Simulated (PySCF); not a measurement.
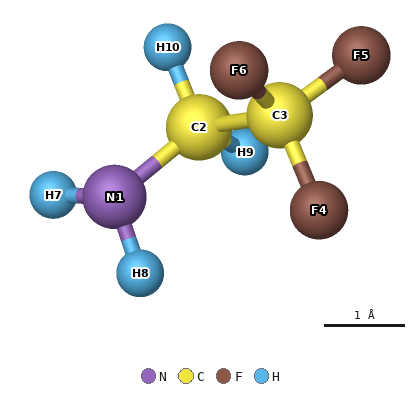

Fig. 1: The structure (ball-and-stick view, seen at a tilt; atoms are numbered from 1 in the order of the input).

**Two runs on C₂H₄F₃N**

System: C₂H₄F₃N (2,2,2-Trifluoroethylamine), SMILES NCC(F)(F)F.
Method of run 1: GIAO KT3/pcSseg-2 NMR shielding, non-relativistic, gas phase (PySCF 2.14.0).

The geometry comes from this level: PBE0-D3(BJ)/def2-SVP. Text and figures count atoms from 1; the logs count them from 0 in places.

### The input, run 1
```
{"job": {"kind": "nmr", "xc": "KT3", "basis": "pcSseg-2", "pop": false}, "charge": 0, "multiplicity": 1}
N     -1.377348    -0.110997     0.086219
C     -0.097236     0.542057     0.084847
C      1.017385    -0.477363     0.045710
F      0.901367    -1.267134    -1.031975
F      2.205579     0.133538    -0.031517
F      1.034509    -1.262092     1.118706
H     -2.124851     0.545548     0.286075
H     -1.570000    -0.535310    -0.817668
H      0.100363     1.242880    -0.752800
H      0.034883     1.112123     1.016835
```

The first line tells a small driver script what to run in PySCF; the rest is the geometry in Å.

Command:
```bash
OMP_NUM_THREADS=1 python <driver script> task.json out
```

Hardware: 1 CPU thread, shared host.

### Output (run 1)
```
coarse grid: 8976 points
cycle   1  E = -438.4418886050  dE =  8.593e-01  |g| = 1.137e+00  |ddm| = 2.034e+00
cycle   2  E = -437.9915979059  dE =  4.503e-01  |g| = 2.043e+00  |ddm| = 1.580e+00
cycle   3  E = -438.6393833288  dE = -6.478e-01  |g| = 1.111e-01  |ddm| = 1.070e+00
cycle   4  E = -438.6412182714  dE = -1.835e-03  |g| = 6.716e-02  |ddm| = 1.462e-01
cycle   5  E = -438.6422109365  dE = -9.927e-04  |g| = 1.410e-02  |ddm| = 5.807e-02
cycle   6  E = -438.6422433096  dE = -3.237e-05  |g| = 5.442e-03  |ddm| = 1.066e-02
cycle   7  E = -438.6422480204  dE = -4.711e-06  |g| = 1.213e-03  |ddm| = 3.379e-03
final grid: 89712 points
cycle   8  E = -438.6403659627  dE = -4.323e-04  |g| = 3.035e-02  |ddm| = 1.151e-01
cycle   9  E = -438.6401339882  dE =  2.320e-04  |g| = 4.990e-02  |ddm| = 3.203e-02
cycle  10  E = -438.6404856906  dE = -3.517e-04  |g| = 2.903e-03  |ddm| = 2.066e-02
cycle  11  E = -438.6404873528  dE = -1.662e-06  |g| = 7.174e-04  |ddm| = 2.698e-03
cycle  12  E = -438.6404874576  dE = -1.048e-07  |g| = 1.581e-04  |ddm| = 7.438e-04
cycle  13  E = -438.6404874623  dE = -4.694e-09  |g| = 5.845e-05  |ddm| = 1.611e-04
cycle  14  E = -438.6404874629  dE = -6.146e-10  |g| = 1.679e-05  |ddm| = 4.114e-05
converged SCF energy = -438.6404874629

GIAO shielding tensors (ppm)
atom      isotropic    diamagn.    paramagn.     s11        s22        s33       span
  0 N      233.469     310.343     -76.874    198.785    246.261    255.360     56.575
  1 C      132.215     244.363    -112.149    113.918    130.597    152.128     38.210
  2 C       47.793     240.310    -192.517     45.860     47.001     50.516      4.656
  3 F      257.383     471.993    -214.610    166.805    262.664    342.680    175.875
  4 F      247.866     469.218    -221.353    162.362    242.766    338.469    176.107
  5 F      255.467     469.711    -214.244    169.704    258.158    338.540    168.836
  6 H       30.721      30.223       0.499     23.683     27.730     40.751     17.068
  7 H       30.779      31.301      -0.522     23.393     29.553     39.392     16.000
  8 H       27.767      30.444      -2.676     22.827     27.760     32.715      9.889
  9 H       28.355      30.311      -1.956     24.838     28.084     32.144      7.307
```

For run 2 the input was changed thus:
```diff
-"xc": "KT3"
+"xc": "KT2"
```

Predict how the results change.

The total energies belong to different methods, so their difference says nothing on which is more stable or more accurate. The LUMO goes from −0.63 to −0.40 eV. The dipole moment goes from 2.94 to 2.97 D. Of all shieldings, the largest change is that of F4, by −5.6 ppm. The functional changes from KT3 to KT2. The number of SCF iterations is the same.

### Output (run 2)
```
coarse grid: 8976 points
cycle   1  E = -438.9553839321  dE =  8.729e-01  |g| = 1.126e+00  |ddm| = 2.070e+00
cycle   2  E = -438.5054442243  dE =  4.499e-01  |g| = 2.046e+00  |ddm| = 1.470e+00
cycle   3  E = -439.1484516303  dE = -6.430e-01  |g| = 1.109e-01  |ddm| = 9.922e-01
cycle   4  E = -439.1502594487  dE = -1.808e-03  |g| = 6.757e-02  |ddm| = 1.406e-01
cycle   5  E = -439.1512550860  dE = -9.956e-04  |g| = 1.449e-02  |ddm| = 5.329e-02
cycle   6  E = -439.1512895365  dE = -3.445e-05  |g| = 5.547e-03  |ddm| = 1.051e-02
cycle   7  E = -439.1512944435  dE = -4.907e-06  |g| = 1.127e-03  |ddm| = 3.243e-03
final grid: 89712 points
cycle   8  E = -439.1510515903  dE = -4.399e-04  |g| = 3.173e-02  |ddm| = 1.304e-01
cycle   9  E = -439.1507335884  dE =  3.180e-04  |g| = 5.570e-02  |ddm| = 3.440e-02
cycle  10  E = -439.1511917103  dE = -4.581e-04  |g| = 1.516e-03  |ddm| = 2.310e-02
cycle  11  E = -439.1511920473  dE = -3.370e-07  |g| = 8.132e-04  |ddm| = 1.754e-03
cycle  12  E = -439.1511921788  dE = -1.315e-07  |g| = 1.951e-04  |ddm| = 6.934e-04
cycle  13  E = -439.1511921845  dE = -5.690e-09  |g| = 6.179e-05  |ddm| = 1.414e-04
cycle  14  E = -439.1511921851  dE = -6.254e-10  |g| = 1.079e-05  |ddm| = 3.947e-05
converged SCF energy = -439.1511921851

GIAO shielding tensors (ppm)
atom      isotropic    diamagn.    paramagn.     s11        s22        s33       span
  0 N      235.659     309.365     -73.706    200.910    247.138    258.930     58.020
  1 C      132.796     243.705    -110.908    114.130    131.590    152.668     38.537
  2 C       46.946     241.056    -194.110     45.041     46.204     49.592      4.551
  3 F      251.749     470.418    -218.669    160.654    258.054    336.538    175.885
  4 F      242.416     467.967    -225.551    156.687    238.206    332.355    175.668
  5 F      250.453     468.125    -217.672    164.185    254.048    333.126    168.940
  6 H       30.569      30.217       0.352     23.483     27.539     40.686     17.203
  7 H       30.657      31.087      -0.429     23.223     29.384     39.365     16.142
  8 H       27.568      30.142      -2.575     22.567     27.563     32.573     10.006
  9 H       28.146      29.902      -1.755     24.602     27.873     31.964      7.362
```

### The two runs side by side

```csv
quantity,run 1,run 2
outcome,converged,converged
total energy (hartree),−438.640487,−439.151192
HOMO (eV),−6.26,−6.26
LUMO (eV),−0.63,−0.40
dipole moment (D),2.94,2.97
shielding of N1 (ppm),233.5,235.7
shielding of C2 (ppm),132.2,132.8
shielding of C3 (ppm),47.8,46.9
shielding of F4 (ppm),257.4,251.7
shielding of F5 (ppm),247.9,242.4
shielding of F6 (ppm),255.5,250.5
shielding of H10 (ppm),28.4,28.1
SCF iterations,14,14
basis functions,272,272
wall time (shared host),35 s,35 s
```
